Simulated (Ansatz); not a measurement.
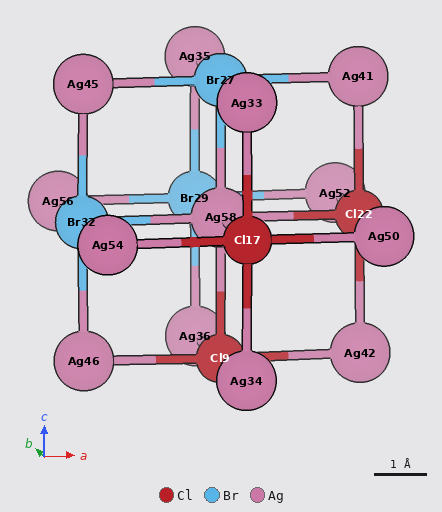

Starting structure of a crystal of Cl₂₆Br₆Ag₃₂ (a generated structure, set up in P1). A ball-and-stick model of the atoms within 4.2 Å of the atom that moves most (axes of the cell of the calculation), seen slightly off an axis.

These are results of DFT, PBEsol, PAW, plane waves in Ansatz, not measurements.

Set-up: plane-wave cutoff 420 eV; k-point mesh 1 × 1 × 1; mesh shifted by (0.25, 0.25, 0.25); no spin polarisation; cell relaxed at fixed shape; force threshold 0.03 eV/Å; at most 80 steps.

```
CELL_PARAMETERS angstrom
10.98179 0.00000 0.00000
0.00000 10.98179 0.00000
0.00000 0.00000 10.98179
ATOMIC_POSITIONS crystal
Cl 0.25030 0.00010 0.00261
Cl 0.24832 0.99800 0.50440
Cl 0.24953 0.49968 0.99796
Cl 0.25150 0.50055 0.50159
Cl 0.74608 0.99941 0.99921
Cl 0.74800 0.00001 0.50240
Cl 0.74891 0.50124 0.00187
Cl 0.74841 0.50106 0.49811
Cl 0.99817 0.24727 0.49895
Cl 0.99988 0.75267 0.99922
Cl 0.99926 0.75112 0.49813
Cl 0.50208 0.25486 0.00054
Cl 0.49854 0.25110 0.49894
Cl 0.50213 0.75270 0.99801
Cl 0.49903 0.75326 0.49899
Cl 0.00169 0.00193 0.24735
Cl 0.00176 0.99802 0.74992
Cl 0.50120 0.99912 0.25250
Cl 0.50082 0.00065 0.75051
Cl 0.50133 0.49864 0.24793
Cl 0.25159 0.25003 0.25230
Cl 0.24947 0.24982 0.75128
Cl 0.24844 0.75092 0.24752
Cl 0.24783 0.75093 0.75165
Cl 0.74920 0.74764 0.24920
Cl 0.75106 0.75019 0.74988
Br 0.99941 0.25169 0.99946
Br 0.00128 0.49907 0.24998
Br 0.99826 0.50301 0.74921
Br 0.49953 0.49926 0.75022
Br 0.75148 0.24940 0.25032
Br 0.74862 0.25164 0.75021
Ag 0.00081 0.99996 0.99749
Ag 0.99993 0.99911 0.49702
Ag 0.99899 0.50489 0.00292
Ag 0.99881 0.49891 0.50083
Ag 0.50144 0.99714 0.00067
Ag 0.49839 0.99734 0.50133
Ag 0.49851 0.50252 0.99803
Ag 0.50340 0.49712 0.50603
Ag 0.24752 0.24998 0.99931
Ag 0.25107 0.24889 0.50225
Ag 0.25306 0.74916 0.99916
Ag 0.25008 0.75187 0.50318
Ag 0.75076 0.24963 0.99917
Ag 0.75155 0.24879 0.50103
Ag 0.74948 0.75108 0.99911
Ag 0.74834 0.74933 0.49935
Ag 0.25011 0.99745 0.25207
Ag 0.24853 0.99877 0.74986
Ag 0.24945 0.50218 0.25179
Ag 0.25169 0.50097 0.75134
Ag 0.74953 0.99934 0.25076
Ag 0.74884 0.99776 0.74810
Ag 0.74743 0.49973 0.25127
Ag 0.75033 0.49711 0.75086
Ag 0.99953 0.24964 0.25012
Ag 0.99951 0.25041 0.75211
Ag 0.00118 0.75263 0.24815
Ag 0.00337 0.75132 0.75237
Ag 0.49762 0.24768 0.25351
Ag 0.49861 0.25033 0.74818
Ag 0.49835 0.74715 0.25024
Ag 0.50041 0.74888 0.75171
```

**What does the optimiser find from here?**

Over 3 geometry steps the energy falls by 4.1 meV per atom. Largest force component: 0.38 eV/Å at the start, 0.005 eV/Å at the end. Pressure: 0.19 GPa at the start and 0.00 GPa at the end. The largest move relative to the cell is that of Ag58, 0.12 Å along [1 −1 −1]. Largest moves by element: Ag 0.12 Å, Cl 0.09 Å, Br 0.05 Å. The drawn cell changes as follows: a = b = c 10.982 → 10.987 Å (0.0 %); the volume changes by +0.1 %. Among the contacts that change: Br32–Ag56 2.696 → 2.833 Å, Br27–Ag45 2.731 → 2.829 Å, Cl9–Ag58 2.780 → 2.691 Å, Br27–Ag58 2.716 → 2.803 Å. Among the angles between lasting bonds that change: Cl9–Ag58–Cl17 88.8° → 91.7°, Br27–Ag58–Br29 90.4° → 88.2°. The space group stays P1 (No. 1).

Step by step:

```csv
step,"E − E(0), meV/atom","largest force component, eV/Å","pressure, GPa"
0,0.00,0.3794,0.19
1,-3.76,0.0708,-0.10
2,-4.10,0.0051,0.00
3,-4.10,0.0050,0.00
```

The end point in the same view:

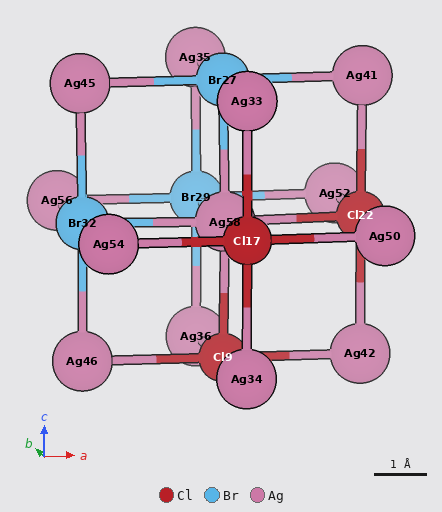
